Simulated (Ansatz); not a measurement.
# SF+ (triplet): one geometry, many settings

What do other methods and options give for SF+ (triplet) at this geometry, and how long do they take?

Computed with Ansatz 0.2.0, Gaussian basis. Level: the settings change from run to run.

14 further runs of the same task are left out: 5 that didn't finish, 9 set aside as unsound or not needed.

## (1) What is computed

The geometry is a PBE0/def2-TZVP stationary point (not a proven minimum).

2 atoms, charge 1, spin multiplicity 3.

Atoms are counted from 1 here; the program's logs count them from 0.

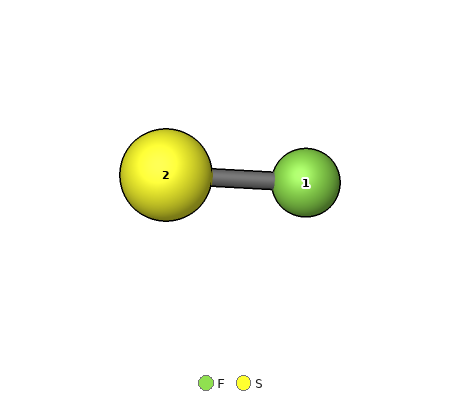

The geometry (fluorine green, sulfur yellow); atoms are numbered from 1 in the order of the file.

Coordinates:

```xyz
2
charge 1, multiplicity 3
F     0.0000    0.0000    0.0000
S     0.0000    0.0000    1.5040
```

## (2) MP2 on ROHF/def2-mTZVP

in.yaml reads:

```yaml
crystal:
  periodic: [false, false, false]
  atoms:
    - {symbol: F, position_ang: [0.000000, 0.000000, 0.000000]}
    - {symbol: S, position_ang: [0.000000, 0.000000, 1.504000]}
basis:
  gaussian: {orbitals: def2-mTZVP, point_charges: [{charge: -0.50, position_ang: [3.184, 0.505, 0.982]}]}
total_charge: 1
magnetization: {spin_polarized: false, initial_magnetization: 2}
correlation: {method: mp2, electrons: outside_noble_gas}
```

Run with:

```bash
$ ansatz run in.yaml --threads 1 --pin off --events-out ev --progress --plain --max-ram 2393MiB
```

Output:

```text
Functional definition: HF
  name "HF"
  cite "Fock, Z. Phys. 61, 126 (1930) doi:10.1007/BF01340294"
  parent pbe
  exchange = exact_x
  correlation = 0
340 factors; integrals over basis functions are off by at most 1.2e-3 eV
mean field evaluation 1: about -13510.7309 eV, gradient 5.5e1 eV
mean field evaluation 2: about -13510.7362 eV, gradient 5.5e1 eV
mean field evaluation 4: about -13515.4351 eV, gradient 7.8e0 eV
mean field evaluation 8: about -13515.6059 eV, gradient 4.6e-1 eV
mean field -13515.60730328 eV, -496.6894071880 hartree, gradient 3.6e-6 eV, S^2 2.000000; 0 other end points of the search recorded, 0 dependent functions left out
mean field evaluation 16: about -13512.7678 eV, gradient 3.3e1 eV
6 core orbitals not correlated: weight in the atoms' cores, before any rotation towards them, 1.000 or more for the frozen orbitals, at most 0.000 for the correlated occupied ones
reference -13515.60730328 eV, -496.6894071880 hartree; 7, 5 occupied and 28, 30 virtual orbitals, 340 factors
second order -7.91239523 eV of doubles, -0.10583048 eV of singles
Total energy: -13523.62552899 eV, -496.9840715478 hartree
```

Wall time 0.92 s (1 thread of Intel Xeon at 2.50GHz, shared host).

## (3) CCSDT on ROHF/STO-3G

in.yaml reads:

```yaml
crystal:
  periodic: [false, false, false]
  atoms:
    - {symbol: F, position_ang: [0.000000, 0.000000, 0.000000]}
    - {symbol: S, position_ang: [0.000000, 0.000000, 1.504000]}
basis:
  gaussian: {orbitals: STO-3G}
total_charge: 1
magnetization: {spin_polarized: false, initial_magnetization: 2}
hamiltonian: {pseudopotentials: {relativity: scalar}}
correlation: {method: ccsdt, electrons: outside_noble_gas, diis_vectors: 4}
```

Same command.

Output (excerpt; [...] marks lines left out):

```text
Functional definition: HF
  name "HF"
  cite "Fock, Z. Phys. 61, 126 (1930) doi:10.1007/BF01340294"
  parent pbe
[...]
222 factors; integrals over basis functions are off by at most 4.7e-8 eV
[...]
mean field -13382.71229632 eV, -491.8056057617 hartree, gradient 3.5e-7 eV, S^2 2.000000; 0 other end points of the search recorded, 0 dependent functions left out
[...]
6 core orbitals not correlated: weight in the atoms' cores, before any rotation towards them, 1.000 or more for the frozen orbitals, at most 0.000 for the correlated occupied ones
reference -13382.71229632 eV, -491.8056057617 hartree; 7, 5 occupied and 1, 3 virtual orbitals, 222 factors
second order -1.31503349 eV of doubles, -0.02962071 eV of singles
cycle   1  -1.48260242 eV  change   -1.4e-1 eV  update   9.5e-2
[...]
cycle  14  -1.88992920 eV  change   -1.5e-7 eV  update   6.3e-7
Total energy: -13384.60222552 eV, -491.8750593787 hartree
Relativity: scalar
```

Run time: 0.79 s. Hardware: 1 thread of Intel Xeon at 2.50GHz, shared host.

From the report: correlation -1.8899 eV; T1 0.034; largest double amplitude 0.10.

## (4) MRCISD+Q(8,5)/cc-pVDZ

in.yaml reads:

```yaml
crystal:
  periodic: [false, false, false]
  atoms:
    - {symbol: F, position_ang: [0.000000, 0.000000, 0.000000]}
    - {symbol: S, position_ang: [0.000000, 0.000000, 1.504000]}
basis:
  gaussian: {orbitals: cc-pVDZ}
total_charge: 1
magnetization: {spin_polarized: false, initial_magnetization: 2}
correlation: {method: fic_mrcisd_q, electrons: outside_noble_gas, active_space: {window: {electrons: 8, orbitals: 5}}}
```

The command is unchanged.

Output (excerpt; [...] marks lines left out):

```text
Functional definition: HF
  name "HF"
  cite "Fock, Z. Phys. 61, 126 (1930) doi:10.1007/BF01340294"
  parent pbe
[...]
321 factors; integrals over basis functions are off by at most 8.7e-4 eV
[...]
mean field -13511.99446353 eV, -496.5566377758 hartree, gradient 9.4e-6 eV, S^2 2.000000; 0 other end points of the search recorded, 0 dependent functions left out
reference -13511.99446353 eV, -496.5566377758 hartree; 13, 11 occupied and 19, 21 virtual orbitals, 321 factors
state -13512.02845601 eV, -496.5578869766 hartree
contracted CI cycle   1: correlation 0.00000000 eV, 0.0000000000 hartree, residual 3.18e1 eV
contracted CI cycle   2: correlation -7.40038347 eV, -0.2719590763 hartree, residual 4.51e0 eV
contracted CI cycle   3: correlation -7.62128089 eV, -0.2800769069 hartree, residual 1.13e0 eV
contracted CI cycle   4: correlation -7.63669295 eV, -0.2806432897 hartree, residual 3.17e-1 eV
contracted CI cycle   5: correlation -7.63801436 eV, -0.2806918506 hartree, residual 1.07e-1 eV
contracted CI cycle   6: correlation -7.63815470 eV, -0.2806970078 hartree, residual 3.17e-2 eV
contracted CI cycle   7: correlation -7.63816650 eV, -0.2806974415 hartree, residual 9.50e-3 eV
contracted CI cycle   8: correlation -7.63816742 eV, -0.2806974752 hartree, residual 2.56e-3 eV
contracted CI cycle   9: correlation -7.63816748 eV, -0.2806974776 hartree, residual 6.72e-4 eV
state -13512.02845601 eV, -496.5578869766 hartree; corrected -13520.28659875 eV, -496.8613681245 hartree
WARN: 1 active orbitals are nearly empty or full. The corrections depend on them more than the energy does, and are more stable in an active space without them
Total energy: -13520.28659875 eV, -496.8613681245 hartree
```

Run time: 2.3 s. Hardware: 1 thread of Intel Xeon at 2.50GHz, shared host.

From the report: 8 determinants; active occupations 2.00, 2.00, 2.00, 1.00, 1.00. The report marks this result as in doubt.

## (5) NEVPT2(6,4)/cc-pVDZ

Changes to in.yaml since step 4:

```diff
@@ -9,2 +9,2 @@
 magnetization: {spin_polarized: false, initial_magnetization: 2}
-correlation: {method: fic_mrcisd_q, electrons: outside_noble_gas, active_space: {window: {electrons: 8, orbitals: 5}}}
+correlation: {method: sc_nevpt2, electrons: all, active_space: {window: {electrons: 6, orbitals: 4}}}
```

The command is unchanged.

Output:

```text
Functional definition: HF
  name "HF"
  cite "Fock, Z. Phys. 61, 126 (1930) doi:10.1007/BF01340294"
  parent pbe
  exchange = exact_x
  correlation = 0
321 factors; integrals over basis functions are off by at most 8.7e-4 eV
mean field evaluation 1: about -13507.4712 eV, gradient 4.9e1 eV
mean field evaluation 2: about -13507.5369 eV, gradient 4.9e1 eV
mean field evaluation 4: about -13511.8425 eV, gradient 6.3e0 eV
mean field evaluation 8: about -13511.9930 eV, gradient 4.8e-1 eV
mean field -13511.99446353 eV, -496.5566377758 hartree, gradient 9.4e-6 eV, S^2 2.000000; 0 other end points of the search recorded, 0 dependent functions left out
reference -13511.99446353 eV, -496.5566377758 hartree; 13, 11 occupied and 19, 21 virtual orbitals, 321 factors
state -13512.02845601 eV, -496.5578869766 hartree
state -13512.02845601 eV, -496.5578869766 hartree; corrected -13519.93051482 eV, -496.8482822817 hartree
Total energy: -13519.93051482 eV, -496.8482822817 hartree
```

Run time: 1.5 s. Hardware: 1 thread of Intel Xeon at 2.50GHz, shared host.

From the report: 8 determinants; active occupations 2.00, 2.00, 1.00, 1.00.

## (6) CISD/cc-pVDZ

in.yaml reads:

```yaml
crystal:
  periodic: [false, false, false]
  atoms:
    - {symbol: F, position_ang: [0.000000, 0.000000, 0.000000]}
    - {symbol: S, position_ang: [0.000000, 0.000000, 1.504000]}
basis:
  gaussian: {orbitals: cc-pVDZ, fitting: {mean_field: def2-universal-jkfit}}
total_charge: 1
magnetization: {spin_polarized: false, initial_magnetization: 2}
correlation: {active_space: {ras: {orbitals: [5, 2, 19], electrons: 12, max_holes: 2, max_particles: 2}, fixed_orbitals: true}}
output: {forces: true}
```

Launched as before.

Output:

```text
Functional definition: HF
  name "HF"
  cite "Fock, Z. Phys. 61, 126 (1930) doi:10.1007/BF01340294"
  parent pbe
  exchange = exact_x
  correlation = 0
205 factors; integrals over basis functions are off by at most 1.9e-1 eV
mean field evaluation 1: about -13507.4968 eV, gradient 4.9e1 eV
mean field evaluation 2: about -13505.4686 eV, gradient 5.5e1 eV
mean field evaluation 4: about -13511.9793 eV, gradient 1.6e0 eV
mean field evaluation 8: about -13511.9930 eV, gradient 6.4e-7 eV
mean field -13511.99299884 eV, -496.5565839496 hartree, gradient 6.4e-7 eV, S^2 2.000000; 0 other end points of the search recorded, 0 dependent functions left out
reference -13511.99299884 eV, -496.5565839496 hartree; 13, 11 occupied and 19, 21 virtual orbitals, 205 factors
state -13519.71329536 eV, -496.8402996138 hartree
the calculation of the forces begins
Total energy: -13519.71329536 eV, -496.8402996138 hartree
Atom 0 at     0.000000     0.000000     0.000000 Å, force     0.000000    -0.000000    -2.373991 eV/Å
Atom 1 at     0.000000     0.000000     1.504000 Å, force    -0.000000     0.000000     2.373991 eV/Å
Dipole moment:    -0.000000     0.000000     0.522689 e Å
```

Wall time 8 s (1 thread of Intel Xeon at 2.50GHz, shared host).

From the report: 20,320 determinants.

## (7) CCSD(T)/cc-pVDZ

in.yaml reads:

```yaml
crystal:
  periodic: [false, false, false]
  atoms:
    - {symbol: F, position_ang: [0.000000, 0.000000, 0.000000]}
    - {symbol: S, position_ang: [0.000000, 0.000000, 1.504000]}
basis:
  gaussian: {orbitals: cc-pVDZ}
total_charge: 1
magnetization: {spin_polarized: true, initial_magnetization: 2}
hamiltonian: {xc: {name: r2SCAN}}
correlation: {method: ccsd_t, electrons: valence}
scf: {omitted_lower_state_checks: [cluster_reference]}
output: {forces: true}
```

The command is unchanged.

Output (excerpt; [...] marks lines left out):

```text
Functional definition: r2SCAN
  name "r2SCAN"
  cite "Furness, Kaplan, Ning, Perdew & Sun, J. Phys. Chem. Lett. 11, 8208 (2020) doi:10.1021/acs.jpclett.0c02405"
  cite "Furness, Kaplan, Ning, Perdew & Sun, J. Phys. Chem. Lett. 11, 9248 (2020) doi:10.1021/acs.jpclett.0c03077"
  parent r2scan
[...]
321 factors; integrals over basis functions are off by at most 8.7e-4 eV
[...]
mean field -13538.06112182 eV, -497.5145697994 hartree, gradient 7.0e-6 eV, S^2 2.006627; 2 other end points of the search recorded, 0 dependent functions left out
6 core orbitals not correlated: weight in the atoms' cores, before any rotation towards them, 1.000 or more for the frozen orbitals, at most 0.000 for the correlated occupied ones
reference -13511.67536425 eV, -496.5449110937 hartree; 7, 5 occupied and 19, 21 virtual orbitals, 321 factors
second order -8.22410176 eV of doubles, -0.35273445 eV of singles
cycle   1  -8.01899493 eV  change    5.4e-1 eV  update   1.1e-1
[...]
cycle  10  -8.44962914 eV  change    1.5e-6 eV  update   4.4e-6
perturbative correction -0.26003261 eV, -0.0095560223 hartree
[...]
Total energy: -13520.38502601 eV, -496.8649852597 hartree
Atom 0 at     0.000000     0.000000     0.000000 Å, force    -0.000000    -0.000000    -3.014947 eV/Å
Atom 1 at     0.000000     0.000000     1.504000 Å, force    -0.000000     0.000000     3.014947 eV/Å
Dipole moment:     0.000000    -0.000000     0.490199 e Å
Checks for a lower state left out: cluster_reference
```

Run time: 8.5 s. Hardware: 1 thread of Intel Xeon at 2.50GHz, shared host.

From the report: ⟨S²⟩ of the determinant 2.007 (pure triplet: 2.00); correlation -8.7097 eV; T1 0.013; largest double amplitude 0.06. The orbitals are Kohn-Sham ones, so correlation energy and T1 don't compare with those on Hartree-Fock orbitals.

## (8) All runs side by side

Where basis and cores are those of an earlier UCCSDT(Q)/cc-pVDZ run (-13520.4607 eV), and the state is the same kind, the miss against it is given. † marks a result that the program doubts.

```
                                         level         correlated  functions  energy (eV)  from UCCSDT(Q) (meV)    time
MP2 on ROHF/def2-mTZVP (beside a point charge)  outside noble gas         41  -13523.6255                        0.92 s
         CCSDT on ROHF/STO-3G (relativity set)  outside noble gas         14  -13384.6022                        0.79 s
                       MRCISD+Q(8,5)/cc-pVDZ †  outside noble gas         32  -13520.2866                 174.1   2.3 s
                           NEVPT2(6,4)/cc-pVDZ                all         32  -13519.9305                         1.5 s
                                  CISD/cc-pVDZ  outside noble gas         32  -13519.7133                 747.4     8 s
          CCSD(T)/cc-pVDZ (on r2SCAN orbitals)            valence         32  -13520.3850                  75.6   8.5 s
```

## (9) What came out

| quantity | value |
| --- | --- |
| runs | 6 |
| quickest | CCSDT on ROHF/STO-3G (relativity set), 0.79 s |
| slowest | CCSD(T)/cc-pVDZ (on r2SCAN orbitals), 8.5 s |

In words: Total energies in different bases, with other cores or another treatment of relativity can't be set against each other. CCSD(T)/cc-pVDZ (on r2SCAN orbitals) took 11 times as long as CCSDT on ROHF/STO-3G (relativity set); the jobs differ in more than the method. Among the correlated runs with a miss given, it spans +76 to +747 meV. Cores frozen from Kohn-Sham orbitals shift the total energy.
